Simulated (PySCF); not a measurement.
C4H12GeO3, SMILES [O](C)[Ge]([CH2]C)([O]C)[OH] at its GFN2-xTB optimised geometry (Å):

```
20

C     -2.5384    -2.0562    -1.6628
C     -1.0507    -1.7522    -1.5886
Ge    -0.5411    -0.6445     0.0000
O     -1.1515    -1.2716     1.5429
O     -1.0626     1.0398     0.0000
C     -2.2313     1.5464     0.6177
O      1.2256    -0.6445     0.0000
C      2.0634     0.2496     0.7085
H     -2.7530    -2.6743    -2.5332
H     -2.8708    -2.5849    -0.7718
H     -3.1132    -1.1361    -1.7440
H     -0.7283    -1.2097    -2.4745
H     -0.4700    -2.6717    -1.5384
H     -0.7584    -2.0951     1.8248
H     -3.0742     1.5121    -0.0760
H     -2.4857     0.9859     1.5171
H     -2.0279     2.5849     0.8838
H      1.7631     1.2857     0.5483
H      2.0480     0.0389     1.7806
H      3.0742     0.1008     0.3252
```

Method: PySCF with PBE0/def2-SVP. Cells within 0.4 Å of a nucleus heavier than hydrogen are left out (blank, or x).

Map of the electrostatic potential (hartree/e), clipped to [-0.08, 0.12] on the plane z = 1.0 Å:

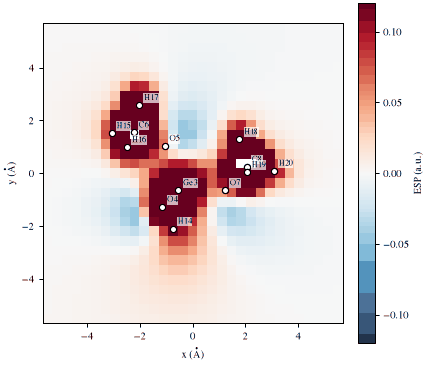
Fig. 1. Electrostatic potential (hartree/e), clipped to [-0.08, 0.12] on the plane z = 1.0 Å.
